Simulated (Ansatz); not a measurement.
**NaRhS2O8, pressure series**

Start from NaRhS₂O₈ (space group C2/m, No. 12; a = 7.951 Å, b = 5.165 Å, c = 7.166 Å, α = 90.00°, β = 91.82°, γ = 90.00°; a cell from a computed database, its experimental status unchecked).

Cell and atoms are relaxed at each pressure.

Calculations: plane-wave PAW DFT at the PBEsol level (Ansatz, a program for electronic structure, 420 eV), no spin-orbit coupling, earlier PAW set.

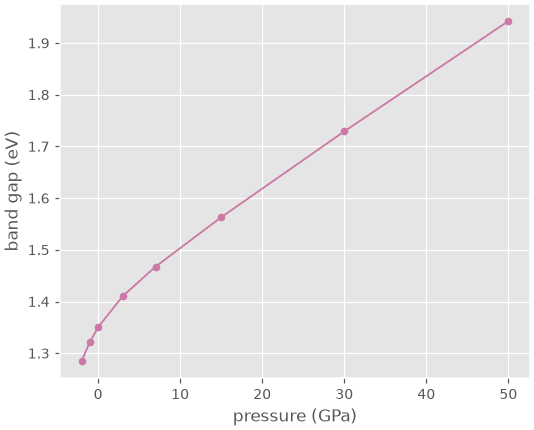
Figure: Band gap against pressure

From the plot, what is the band gap for pressure 3 GPa?

About 1.41 eV.

Is the trend monotonic over the range shown?

Yes, it rises throughout, spanning 1.29 eV to 1.94 eV.

Load acts through the strain it causes; cell and atoms are relaxed under it. Stability against distortions was not tested. Competing high-pressure phases were not computed.
